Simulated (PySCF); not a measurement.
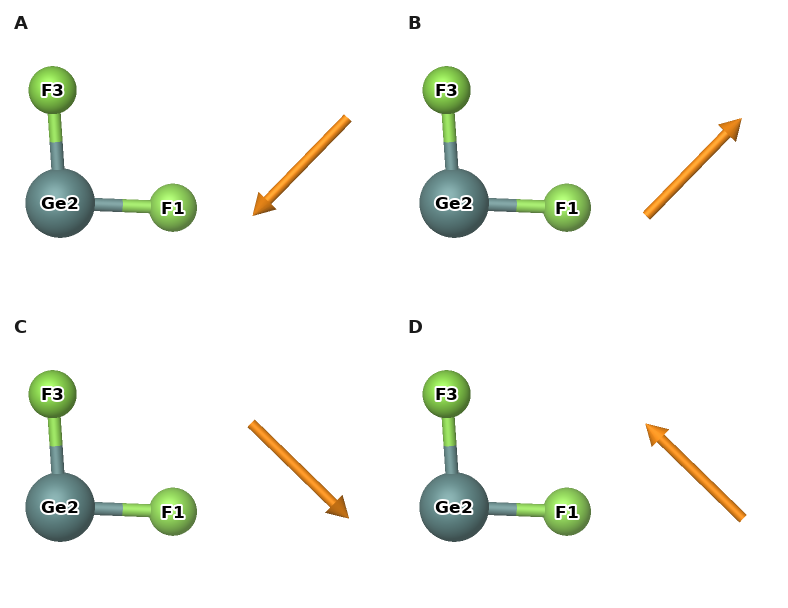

The same molecule four times, each with an arrow. The computed structure is the end point of a PBE0-D3(BJ)/def2-TZVP optimisation. No frequency run is at hand to confirm it as a minimum. Method: ωB97X-D/aug-cc-pVTZ, gas phase (PySCF 2.14.0).

**Which arrow points along the dipole moment, from the negative to the positive end?**

A. The dipole moment is 2.54 D; it points from the side of F1, F3 to the side of Ge2 (the outermost atoms at the two ends).
